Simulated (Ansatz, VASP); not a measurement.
# Cross-check of CoSi2 between VASP and Ansatz

Aim: how closely do two programs agree when they are given the same cell, functional and k mesh? The cell is a member of a volume series, scaled by 1.015 from a relaxed one, so a pressure remains.

Program: Ansatz 0.2.0. Level of theory: plane waves, with VASP 6.6.1 beside it; single point at PBEsol with D3(BJ) and single point at r2SCAN with rVV10. Results are calculated unless marked as measured.

### 1. The starting structure

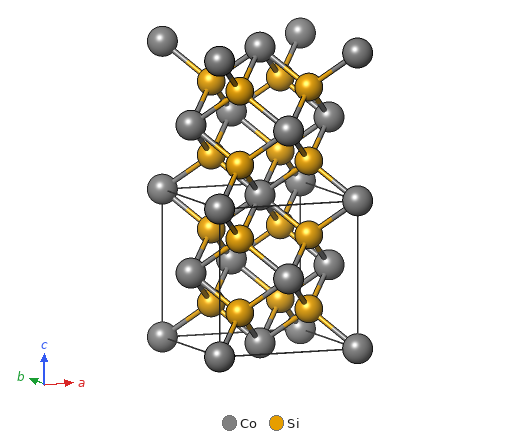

Start, viewed slightly off an axis; cobalt grey, silicon orange. 1×1×2 cells are drawn. This picture shows the conventional cell, with its axes. Some periodic images of atoms are drawn too.

### 2. Ansatz: single point, PBEsol with D3(BJ)

Ansatz runs on its default PAW (the set named soft_2) files.

With cell and atoms fixed, the geometry can't cause a difference; cores, projectors, grids and the points listed under the comparison can.

The input, input.yaml:

```yaml
crystal:
  lattice:
    - [0.0, 2.64650992, 2.64650992]
    - [2.64650992, 0.0, 2.64650992]
    - [2.64650992, 2.64650992, 0.0]
  atoms:
    - { symbol: Co, position: [0.0, 0.0, 0.0] }
    - { symbol: Si, position: [0.75, 0.75, 0.75] }
    - { symbol: Si, position: [0.25, 0.25, 0.25] }
hamiltonian:
  xc: pbesol
  pseudopotentials: { kind: paw }
  dispersion: d3bj
magnetization:
  spin_polarized: true
kpoints:
  mp_grid: { grid: [12, 12, 12] }
scf:
  occupations: { method: gaussian, width: 0.05 }
  n_extra_bands: 6
output:
  forces: true
  stress: true
  eigenvalues: true
  write_density: true
  write_potential: true
  elf: true
  volumetric_format: npy
```

The run is started by

```sh
ansatz run input.yaml --threads 2 --pin off --max-ram 4608MiB --backend cpu --events-out ev --progress --plain --runs-dir out
```

Numbers of over 12 decimals in the logs are rounded to 6 here.

What it wrote:

```text
scf.n_extra_bands = 6 over 13 filled bands (N_el = 25.0): the run solves 19 bands
Engine: ansatz 0.2.0, aarch64-unknown-linux-gnu
Pseudopotentials: kind: paw
Pseudopotential: Co, paw, valence charge 17, recommended cutoff 420 eV (normal), Co.paw.azcp
Pseudopotential: Si, paw, valence charge 4, recommended cutoff 420 eV (normal), Si.paw.azcp
Functional definition: PBEsol
  exchange = pbesol_x
  correlation = pbesol_c
Crystal: 3 atoms, lattice volume = 37.072 Å³
Basis set: ecut = 420 eV, 725 PW (Γ), exchange–correlation on 54×54×54 points (8 copies of the dense FFT grid, shifted against one another)
Bands: 19, of which v1, the nominal top of the filled ones, is band 13 counted from 1 (12 counted from 0)
Symmetry: 48 space group operations
Space group: Fm-3m (ITA 225), of the structure as read, at distance tolerance 3.3e-5 Å
k-points: 72 of 1728
Non-local potential: Co, projectors of the file, l = 0: 3, l = 1: 2, l = 2: 3, l = 3: 1
Non-local potential: Si, projectors of the file, l = 0: 2, l = 1: 2, l = 2: 2
PAW form: soft (Blöchl's): semilocal exchange-correlation on the pseudo side does not see the compensation charge
PAW frozen core: Co, regenerated for the run's functional, and the local potential with it (the file was generated under x = pbe(κ = 0.804, μ = 0.219515), c = pbe(β = 0.066725))
PAW frozen core: Si, regenerated for the run's functional, and the local potential with it (the file was generated under x = pbe(κ = 0.804, μ = 0.219515), c = pbe(β = 0.066725))
PAW one-centre angular grid: Co, 590 points (default); XC on 64 Gauss nodes
PAW one-centre angular grid: Si, 110 points (default); XC on 64 Gauss nodes
Initial density: superposition of atomic densities (chi_scale 0.1, normalization cell, long waves kept (reshape's long-wave potential 0.00 eV rms))
Initial wavefunctions: pseudopotential atomic-orbital guess
Functional: x = pbesol(κ = 0.804, μ = 0.123457), c = pbesol(β = 0.046)
SCF iter   1: F=—  HF=-6340.186405 eV  |F-HF|=—  |Δ(HF+E_count)|=         —  Δρ=6.32e-2 (↑6.32e-2 ↓6.32e-2)  dr2=7.18e0  dr2_m=0.00e0  M=0.000 μB ∫|m|=0.000 μB  β_m=0.30  ethr=3.10e-3  ⟨swp⟩=5.7  Hψ=6947  notcnv=0  defer=2
preconditioner: auto → none  [insulator: Δε(μ)=0.057 eV  Ē_g=10.400 eV  σ=0.050 eV  W_gap=0.58  n_scr=14 (ndim 8)  ℏωp=25.1 eV  f_vac=0.000  D(μ)=0.74/eV (n_scr^D=0)  ε∞_Penn≈6.8]
SCF iter   2: F=—  HF=-6340.765003 eV  |F-HF|=—  |Δ(HF+E_count)|=   5.79e-1  Δρ=1.34e-1 (↑1.34e-1 ↓1.34e-1)  dr2=1.67e1  dr2_m=0.00e0  M=0.000 μB ∫|m|=0.000 μB  β_m=0.21  ethr=3.10e-3  ⟨swp⟩=3.0  Hψ=3507  notcnv=0  defer=134  recentre
preconditioner: auto → Kerker (q_TF=auto, 2.555 Å⁻¹)  [metal: Δε(μ)=0.042 eV  Ē_g=9.607 eV  σ=0.050 eV  W_gap=0.44  n_scr=14 (ndim 8)  ℏωp=25.1 eV  f_vac=0.000  D(μ)=1.08/eV (n_scr^D=8)]
spin=Collinear: Kerker preconditioning applied to the charge; magnetization (m = ρ↑ − ρ↓) channel mixes plain (no charge-response kernel on spin).
SCF iter   3: F=—  HF=-6338.270095 eV  |F-HF|=—  |Δ(HF+E_count)|=    2.49e0  Δρ=5.07e-2 (↑4.94e-2 ↓5.07e-2)  dr2=7.23e-1  dr2_m=7.27e-1  M=1.254 μB ∫|m|=1.254 μB  ethr=3.10e-3  ⟨swp⟩=2.5  Hψ=3224  notcnv=0  defer=136
Mixer restart at iter 3: flushing history
SCF iter   4: F=—  HF=-6339.123289 eV  |F-HF|=—  |Δ(HF+E_count)|=         —  Δρ=4.16e-2 (↑3.91e-2 ↓4.16e-2)  dr2=8.81e-1  dr2_m=4.10e-1  M=0.212 μB ∫|m|=0.220 μB  β_m=0.22  ethr=2.89e-3  ⟨swp⟩=3.1  Hψ=6442  notcnv=0  defer=106
SCF iter   5: F=—  HF=-6339.069445 eV  |F-HF|=—  |Δ(HF+E_count)|=   5.38e-2  Δρ=3.60e-2 (↑3.60e-2 ↓3.21e-2)  dr2=5.82e-1  dr2_m=2.86e-1  M=0.168 μB ∫|m|=0.176 μB  β_m=0.61  ethr=2.89e-3  ⟨swp⟩=1.0  Hψ=3217  notcnv=0  defer=109
SCF iter   6: F=—  HF=-6339.065913 eV  |F-HF|=—  |Δ(HF+E_count)|=   3.53e-3  Δρ=3.84e-2 (↑3.05e-2 ↓3.84e-2)  dr2=1.24e0  dr2_m=5.56e-3  M=0.013 μB ∫|m|=0.029 μB  β_m=0.43  ethr=2.33e-3  ⟨swp⟩=2.2  Hψ=4986  notcnv=0  defer=120
SCF iter   7: F=—  HF=-6338.920064 eV  |F-HF|=—  |Δ(HF+E_count)|=   1.46e-1  Δρ=4.67e-3 (↑4.67e-3 ↓4.37e-3)  dr2=2.34e-2  dr2_m=5.10e-4  M=-0.010 μB ∫|m|=0.022 μB  β_m=0.72  ethr=2.33e-3  ⟨swp⟩=2.5  Hψ=4987  notcnv=0  defer=219
Mixer restart at iter 7: flushing history
SCF iter   8: F=—  HF=-6338.922806 eV  |F-HF|=—  |Δ(HF+E_count)|=         —  Δρ=4.16e-3 (↑4.16e-3 ↓4.16e-3)  dr2=1.87e-2  dr2_m=0.00e0  M=0.000 μB ∫|m|=0.000 μB  β_m=0.72  ethr=9.38e-5  ⟨swp⟩=5.3  Hψ=4577  notcnv=0  defer=96
SCF iter   9: F=—  HF=-6338.930024 eV  |F-HF|=—  |Δ(HF+E_count)|=   7.22e-3  Δρ=8.73e-3 (↑8.73e-3 ↓8.73e-3)  dr2=7.41e-2  dr2_m=0.00e0  M=0.000 μB ∫|m|=0.000 μB  β_m=0.42  ethr=7.50e-5  ⟨swp⟩=2.5  Hψ=2963  notcnv=0  defer=135  recentre
SCF iter  10: F=—  HF=-6338.921965 eV  |F-HF|=—  |Δ(HF+E_count)|=   8.06e-3  Δρ=2.17e-3 (↑2.17e-3 ↓2.17e-3)  dr2=5.58e-3  dr2_m=0.00e0  M=0.000 μB ∫|m|=0.000 μB  β_m=0.35  ethr=7.50e-5  ⟨swp⟩=2.5  Hψ=2252  notcnv=0  defer=135
SCF iter  11: F=—  HF=-6338.921739 eV  |F-HF|=—  |Δ(HF+E_count)|=   2.26e-4  Δρ=6.24e-4 (↑6.24e-4 ↓6.24e-4)  dr2=8.07e-4  dr2_m=0.00e0  M=0.000 μB ∫|m|=0.000 μB  β_m=0.66  ethr=2.23e-5  ⟨swp⟩=2.2  Hψ=1463  notcnv=0  defer=135
SCF iter  12: F=—  HF=-6338.921772 eV  |F-HF|=—  |Δ(HF+E_count)|=   3.37e-5  Δρ=7.77e-5 (↑7.77e-5 ↓7.77e-5)  dr2=1.24e-5  dr2_m=0.00e0  M=0.000 μB ∫|m|=0.000 μB  β_m=0.75  ethr=3.23e-6  ⟨swp⟩=2.8  Hψ=1811  notcnv=0  defer=135
SCF iter  13: F=—  HF=-6338.921754 eV  |F-HF|=—  |Δ(HF+E_count)|=   1.89e-5  Δρ=7.28e-5 (↑7.28e-5 ↓7.28e-5)  dr2=5.00e-6  dr2_m=0.00e0  M=0.000 μB ∫|m|=0.000 μB  β_m=0.87  ethr=4.98e-8  ⟨swp⟩=2.0  Hψ=1810  notcnv=0  defer=135
SCF iter  14: F=—  HF=-6338.921754 eV  |F-HF|=—  |Δ(HF+E_count)|=   3.78e-7  Δρ=3.50e-5 (↑3.50e-5 ↓3.50e-5)  dr2=1.22e-6  dr2_m=0.00e0  M=0.000 μB ∫|m|=0.000 μB  β_m=0.94  ethr=2.00e-8  ⟨swp⟩=1.0  Hψ=1232  notcnv=0  defer=135
SCF iter  15: F=-6338.921754 eV  HF=-6338.921754 eV  |F-HF|=8.94e-10  |Δ(HF+E_count)|=   5.83e-8  Δρ=1.56e-6 (↑1.56e-6 ↓1.56e-6)  dr2=2.76e-9  dr2_m=0.00e0  M=0.000 μB ∫|m|=0.000 μB  ethr=4.00e-10  ⟨swp⟩=10.7  Hψ=9229  notcnv=0
SCF 1 converged in 15 iterations: F = -6338.921754 eV  dr2 = 2.76e-9
  greatest PAW one-centre occupation: 1.000 electrons in one spin orbital (limit 2), on the Co atom at site 0 (counted from 0), in its partial waves of l = 1
SCF converged after 15 iterations
Magnetization: 0.0000 μB (12.5000 up, 12.5000 down)
Absolute magnetization: 0.0000 μB (∫|ρ↑−ρ↓|)
Spin contamination: 0.0000 ħ² per cell (⟨S²⟩ above its minimum at these occupations)
Per-site moments (μB) at R_I (Å): [(0.0, 0.945427), (0.0, 0.945427), (0.0, 0.945427)]
Free energy (F): -6338.921754 eV
Harris-Foulkes:  -6338.921754 eV  (|F-HF|=8.94e-10)
Internal energy: -6338.920520 eV  (E = F + TS)
E sigma→0 (E₀):  -6338.921137 eV
Entropy (-TS):   -0.001234 eV (-0.411 meV/atom)
Fermi energy:    13.346018 eV
--- Per-component energies (eV) ---
  E_band       = -273.206961
  E_kinetic    = 550.716772
  E_local      = -4056.995796  (includes V_loc(G=0)·N_el)
  E_nonlocal   = 503.913594
  E_hartree    = 1765.730037
  E_xc         = -273.232883
  E_vxc        = -306.412976  (∫ρ·V_xc dr)
  E_paw        = -2482.028375  (= ΣΔE_a)
  E_vpaw       = -495.892871  (= ΣTr[D̂ρ^β])
  E_aug_tail   = 0.000079  (compensation charges beyond the density's cutoff)
  E_ewald      = -2346.073458
  E_disp       = -1.202030  (pairwise vdW)
  E_core_change = 0.251541  (= ΣΔE_core)
  E_smearing   = -0.001234  (= −TS)
  E_closure    = -0.000000  (closes the sum)
  Σ components = -6338.921754   (vs F -6338.921754, Δ=0.00e0)
--- Forces (eV/Å), atoms counted from 1 ---
  atom   1  Co    -0.00000000     0.00000000    -0.00000000
  atom   2  Si     0.00000000     0.00000000    -0.00000000
  atom   3  Si     0.00000000     0.00000000     0.00000000
  max |Σ_I F_I| component: 7.40e-17 eV/Å
--- Stress (GPa, compression-positive) ---
       -3.081532      -0.000000       0.000000
       -0.000000      -3.081532       0.000000
        0.000000      -0.000000      -3.081532
  P = ⅓ Tr σ = -3.0815 GPa (-30.815 kbar)
--- Band table (eV; the first three rows and the last of 144) ---
  k-point 0 ↑: bands = [... 9 lower, 11.3343, 14.4917, 16.7783, 16.7783, 16.7783, 16.9520, 16.9520, 16.9520, ... 2 higher]
  k-point 1 ↑: bands = [... 9 lower, 11.3007, 14.5010, 15.4465, 16.0965, 16.0965, 17.6780, 17.6780, 18.4407, ... 2 higher]
  k-point 2 ↑: bands = [... 9 lower, 11.2275, 13.5475, 15.3527, 15.3527, 15.4249, 17.8523, 17.8523, 18.5189, ... 2 higher]
  k-point 71 ↓: bands = [... 9 lower, 10.9496, 11.2934, 11.8220, 12.6521, 17.1716, 17.1716, 19.1640, 20.0786, ... 2 higher]
```

The job ended after 8.2 s (2 threads of Arm Neoverse N1, shared host; peak memory 0.38 GiB).

The run ends at a pressure of -3.08 GPa.

### 3. VASP: single point, PBEsol with D3(BJ)

The same cell, functional, mesh and smearing now go to VASP, with its own data sets and cutoff.

Lines of VASP's logs that name or quote its potential files are left out, and so is its time.

The input asks for a relaxation, which ended at its first step since no free force or stress exceeded the threshold; so it serves as a single point.

The input, INCAR:

```
SYSTEM = CoSi2
PREC = Accurate
ENCUT = 450
EDIFF = 1E-06
NELM = 100
ISMEAR = 0
SIGMA = 0.05
LREAL = .FALSE.
ALGO = Normal
GGA = PS
IVDW = 12
NBANDS = 16
ISPIN = 2
MAGMOM = 0 0 0
LASPH = .TRUE.
LMAXMIX = 4
LORBIT = 11
LWAVE = .FALSE.
LCHARG = .FALSE.
KPAR = 8
IBRION = 2
NSW = 30
ISIF = 4
EDIFFG = -0.01
```

The input, POSCAR:

```
CoSi2
1.0
    0.0000000000      2.6465099196      2.6465099196
    2.6465099196      0.0000000000      2.6465099196
    2.6465099196      2.6465099196      0.0000000000
Co Si
1 2
Direct
    0.0000000000      0.0000000000      0.0000000000
    0.7500000000      0.7500000000      0.7500000000
    0.2500000000      0.2500000000      0.2500000000
```

The input, KPOINTS:

```
Automatic mesh
0
Gamma
12 12 12
0 0 0
```

The projector-augmented-wave data sets are Co and Si (PBE family, release 64).

The run is started by

```sh
mpirun -np 8 vasp_std
```

What it wrote:

```text
[banner, memory and clock lines left out]
running    8 mpi-ranks, on    1 nodes
 distrk:  each k-point on    1 cores,    8 groups
 distr:  one band on    1 cores,    1 groups

 POSCAR found type information on POSCAR CoSi
 POSCAR found :  2 types and       3 ions
|                                                                             |
|           W    W    AA    RRRRR   N    N  II  N    N   GGGG   !!!           |
|           W    W   A  A   R    R  NN   N  II  NN   N  G    G  !!!           |
|           W    W  A    A  R    R  N N  N  II  N N  N  G       !!!           |
|           W WW W  AAAAAA  RRRRR   N  N N  II  N  N N  G  GGG   !            |
|           WW  WW  A    A  R   R   N   NN  II  N   NN  G    G                |
|           W    W  A    A  R    R  N    N  II  N    N   GGGG   !!!           |
|                                                                             |
|     For optimal performance we recommend to set                             |
|       NCORE = 2 up to number-of-cores-per-socket                            |
|     NCORE specifies how many cores store one orbital (NPAR=cpu/NCORE).      |
|     This setting can greatly improve the performance of VASP for DFT.       |
|     The default, NCORE=1 might be grossly inefficient on modern             |
|     multi-core architectures or massively parallel machines. Do your        |
|     Unfortunately you need to use the default for GW and RPA                |
|     calculations (for HF NCORE is supported but not extensively tested      |
|     yet).                                                                   |
|                                                                             |

|                                                                             |
|               ----> ADVICE to this user running VASP <----                  |
|                                                                             |
|     You enforced a specific xc type in the INCAR file but a different       |
|     [... a line on the potential file left out ...]
|     I HOPE YOU KNOW WHAT YOU ARE DOING!                                     |
|                                                                             |

 LDA part: xc-table for (Slater+PW92), standard interpolation
 POSCAR, INCAR and KPOINTS ok, starting setup
 FFT: planning ... GRIDC
 FFT: planning ... GRID_SOFT
 FFT: planning ... GRID
 WAVECAR not read
 entering main loop
       N       E                     dE             d eps       ncg     rms          rms(c)
DAV:   1     0.535074141696E+02    0.53507E+02   -0.62050E+03  4664   0.907E+02
DAV:   2    -0.198493218831E+02   -0.73357E+02   -0.65359E+02  5256   0.190E+02
DAV:   3    -0.225636873280E+02   -0.27144E+01   -0.26632E+01  6032   0.409E+01
DAV:   4    -0.226089344888E+02   -0.45247E-01   -0.45226E-01  5632   0.520E+00
DAV:   5    -0.226102478780E+02   -0.13134E-02   -0.13134E-02  5944   0.881E-01    0.156E+01
DAV:   6    -0.261007036911E+02   -0.34905E+01   -0.25835E+01  4928   0.106E+02    0.174E+01
DAV:   7    -0.210354875845E+02    0.50652E+01   -0.11617E+01  5824   0.827E+01    0.352E+00
DAV:   8    -0.210178011774E+02    0.17686E-01   -0.74627E-01  5464   0.539E+00    0.191E+00
DAV:   9    -0.209814541906E+02    0.36347E-01   -0.83908E-02  5592   0.546E+00    0.493E-01
DAV:  10    -0.209811507468E+02    0.30344E-03   -0.61396E-03  6496   0.118E+00    0.118E-01
DAV:  11    -0.209810080226E+02    0.14272E-03   -0.65810E-04  6296   0.456E-01    0.386E-02
DAV:  12    -0.209810188718E+02   -0.10849E-04   -0.37259E-05  5152   0.429E-02    0.142E-02
DAV:  13    -0.209810174033E+02    0.14685E-05   -0.32542E-06  6184   0.292E-02    0.587E-03
DAV:  14    -0.209810175002E+02   -0.96899E-07   -0.40570E-07  2704   0.606E-03
   1 F= -.22182721E+02 E0= -.22182106E+02  d E =-.221827E+02  mag=     0.0000
 curvature:   0.00 expect dE= 0.000E+00 dE for cont linesearch  0.000E+00
 trial: gam= 0.00000 g(F)=  0.956E-45 g(S)=  0.606E-33 ort = 0.000E+00 (trialstep = 0.100E+01)
 search vector abs. value=  0.100E-09
 reached required accuracy - stopping structural energy minimisation
```

OUTCAR, selected parts (step 3):

```text
ion  position               nearest neighbor table
   1  0.000  0.000  0.000-   2 2.29   2 2.29   3 2.29   3 2.29   2 2.29   2 2.29   3 2.29   3 2.29

  LATTYP: Found a face centered cubic cell.
 ALAT       =     5.2930198392

 Subroutine GETGRP returns: Found 48 space group operations
 (whereof 48 operations were pure point group operations)

The static configuration has the point symmetry O_h .

 Found     72 irreducible k-points:

   k-points           NKPTS =     72   k-points in BZ     NKDIM =     72   number of bands    NBANDS=     16

   dimension x,y,z NGX =    28 NGY =   28 NGZ =   28
   dimension x,y,z NGXF=    56 NGYF=   56 NGZF=   56

   ENCUT  =  450.0 eV  33.07 Ry    5.75 a.u.   6.47  6.47  6.47*2*pi/ulx,y,z

   NELECT =      17.0000    total number of electrons

 k-points in reciprocal lattice and weights: Automatic mesh
   0.00000000  0.00000000  0.00000000       0.001
   0.08333333  0.00000000  0.00000000       0.005
   0.16666667  0.00000000  0.00000000       0.005
   0.25000000  0.00000000  0.00000000       0.005
   0.33333333  0.00000000  0.00000000       0.005
   0.41666667  0.00000000  0.00000000       0.005
   0.50000000  0.00000000  0.00000000       0.002
   0.08333333  0.08333333  0.00000000       0.003
   0.16666667  0.08333333  0.00000000       0.014
[...]
-0.33333333  0.50000000  0.16666667       0.007
  -0.25000000  0.50000000  0.25000000       0.003

 average (electrostatic) potential at core
       1 -77.6487       2 -78.6701       3 -78.6701

 E-fermi :  10.4667

 spin component 1
 k-point     1 :       0.0000    0.0000    0.0000
  band No.  band energies     occupation
    ...
      2       6.2382      1.00000
      3       6.2382      1.00000
      4       6.2382      1.00000
      5       8.4549      1.00000
      6       8.4549      1.00000
      7      11.6270      0.00000
      8      13.9173      0.00000
      9      13.9173      0.00000
     10      13.9173      0.00000
     11      14.0527      0.00000
    ...

 k-point     2 :       0.0833    0.0000    0.0000
  band No.  band energies     occupation
    ...
      2       5.9901      1.00000
      3       6.2769      1.00000
      4       6.2769      1.00000
      5       8.4216      1.00000
      6       8.4216      1.00000
      7      11.6275      0.00000
      8      12.5753      0.00000
      9      13.2180      0.00000
     10      13.2180      0.00000
     11      14.7978      0.00000
    ...

 k-point     3 :       0.1667    0.0000    0.0000
  band No.  band energies     occupation
    ...
      2       5.3160      1.00000
      3       6.3827      1.00000
      4       6.3827      1.00000
      5       8.3490      1.00000
      6       8.3490      1.00000
      7      10.6656      0.00000
      8      12.4749      0.00000
      9      12.4749      0.00000
     10      12.5596      0.00000
     11      14.9689      0.00000
    ...

 k-point     4 :       0.2500    0.0000    0.0000
  band No.  band energies     occupation
    ...
      3       6.5227      1.00000
      4       6.5227      1.00000
      5       8.3087      1.00000
      6       8.3087      1.00000
      7       9.5654      1.00000
      8      11.7093      0.00000
      9      11.7093      0.00000
     10      13.0042      0.00000
     11      14.5247      0.00000
     12      14.5247      0.00000
    ...

 k-point     5 :       0.3333    0.0000    0.0000
  band No.  band energies     occupation
    ...
      3       6.6446      1.00000
      4       6.6446      1.00000
      5       8.3836      1.00000
      6       8.3836      1.00000
      7       8.7913      1.00000
      8      10.9535      0.00000
      9      10.9535      0.00000
     10      13.2536      0.00000
     11      14.2210      0.00000
     12      14.2210      0.00000
    ...

 k-point     6 :       0.4167    0.0000    0.0000
  band No.  band energies     occupation
    ...
      5       8.3492      1.00000
      6       8.5928      1.00000
      7       8.5928      1.00000
      8      10.3069      1.00000
      9      10.3069      1.00000
     10      13.2737      0.00000
     11      14.0615      0.00000
     12      14.0615      0.00000
     13      15.1093      0.00000
     14      20.0345      0.00000
    ...

 Edisp (eV)   -1.20170

  Total      -0.70331    -0.70331    -0.70331     0.00000     0.00000    -0.00000
  in kB     -30.39548   -30.39548   -30.39548     0.00000     0.00000    -0.00000
  external pressure =      -30.40 kB  Pullay stress =        0.00 kB

  energy-cutoff  :      450.00
  volume of cell :       37.07
      direct lattice vectors                 reciprocal lattice vectors
     0.000000000  2.646509920  2.646509920    -0.188928066  0.188928066  0.188928066
     2.646509920  0.000000000  2.646509920     0.188928066 -0.188928066  0.188928066
     2.646509920  2.646509920  0.000000000     0.188928066  0.188928066 -0.188928066

 POSITION                                       TOTAL-FORCE (eV/Angst)
 -----------------------------------------------------------------------------------
      0.00000      0.00000      0.00000         0.000000      0.000000      0.000000
      3.96976      3.96976      3.96976        -0.000000     -0.000000     -0.000000
      1.32325      1.32325      1.32325         0.000000      0.000000      0.000000
 -----------------------------------------------------------------------------------
    total drift:                               -0.000000     -0.000000      0.000000

  FREE ENERGIE OF THE ION-ELECTRON SYSTEM (eV)
  ---------------------------------------------------
  free  energy   TOTEN  =       -22.1827209409 eV

  energy  without entropy=      -22.1814917701  energy(sigma->0) =      -22.18210636

 reached required accuracy - stopping structural energy minimisation

 total charge
# of ion       s       p       d       tot
------------------------------------------
    1        0.563   0.765   7.638   8.966
    2        0.717   0.894   0.000   1.611
    3        0.717   0.894   0.000   1.611
--------------------------------------------------
tot          1.996   2.553   7.638  12.188

 magnetization (x)
# of ion       s       p       d       tot
------------------------------------------
    1        0.000   0.000   0.000   0.000
    2       -0.000   0.000   0.000  -0.000
    3       -0.000   0.000   0.000  -0.000
--------------------------------------------------
tot         -0.000   0.000   0.000   0.000

[... 3 further parts left out ...]
```

(Continued in part 2 of 2.)

[Lines on the potential files, build, host, timing and source positions are cut from VASP's logs without a mark.]

[Logs are printed without paths, hosts, clocks, repeated set-up lines and the standing remarks that a program may print on its own settings, such as how far it seeks lower states.]

[Hosts, paths, dates, database ids (printed as entryN), source tags and the programs' standing remarks are cut or masked in the printed files.]
